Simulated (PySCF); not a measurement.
System: B2H4O2 (SMILES [BH2-]B(O)O) (charge −1, doublet).

Input

```
{"job": {"kind": "epr", "basis": "pcH-1"}, "charge": -1, "multiplicity": 2}
B      1.040109    -0.178669     0.314609
B     -0.453162     0.079995    -0.142242
O     -1.392460    -0.935434    -0.621484
O     -1.133936     1.375721    -0.158174
H      1.798331     0.698917     0.710929
H      1.576557    -1.280583     0.314545
H     -0.925138    -1.768108    -0.600572
H     -0.501244     2.017573     0.157825
```

Command:

```sh
OMP_NUM_THREADS=1 python probes_run.py task.json out
```

Geometry: GFN2-xTB.

Level of theory: UKS B3LYP, pcH-1 on B H O, non-relativistic, mean-field spin-orbit, GIAO (PySCF 2.14.0, density-fitted response routines).

### What can the converged electron density, electron localisation function and spin density tell about the bonding?

B–O (1.46 Å): the density is about 1.7 e/Å³ at the midpoint; the ELF peaks at about 0.90 between the atoms; a shared but strongly polarised pair.
B–B (1.58 Å): ρ at the midpoint is about 1.2 e/Å³; the ELF peaks at about 1 between the atoms (localised, covalent bonding).
O–H (0.96 Å): ρ at the midpoint is about 3.7 e/Å³; the ELF climbs to about 1 towards the hydrogen, as it does in any bond to H; an ordinary covalent bond to hydrogen.
B–H (1.23 Å): ρ at the midpoint is about 1.1 e/Å³; the ELF climbs to about 1 towards the hydrogen (a covalent bond by its length).
The unpaired spin (1 electron) lies mostly on B1 (about 0.6) and B2 (about 0.2), in electrons by Hirshfeld's partition.

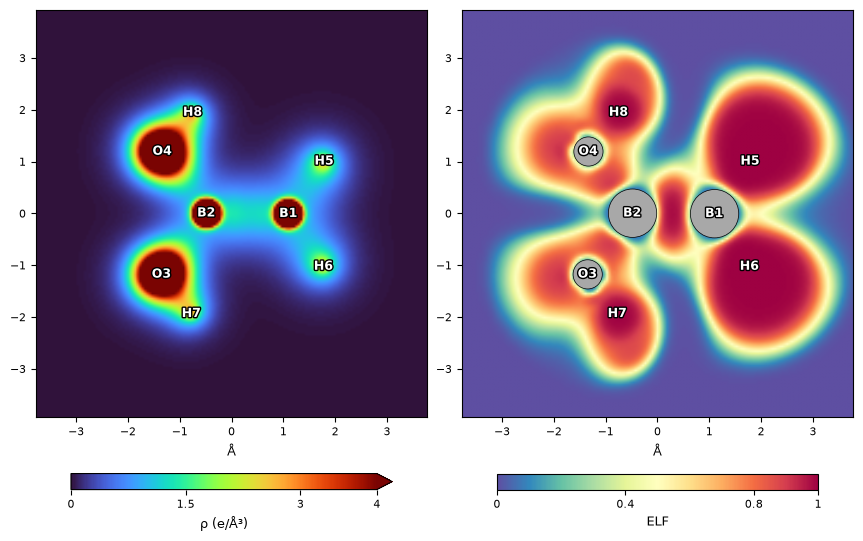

Computed electron density and electron localisation function on the molecular plane, in this order. Grey discs cover the atomic cores in the ELF map. 
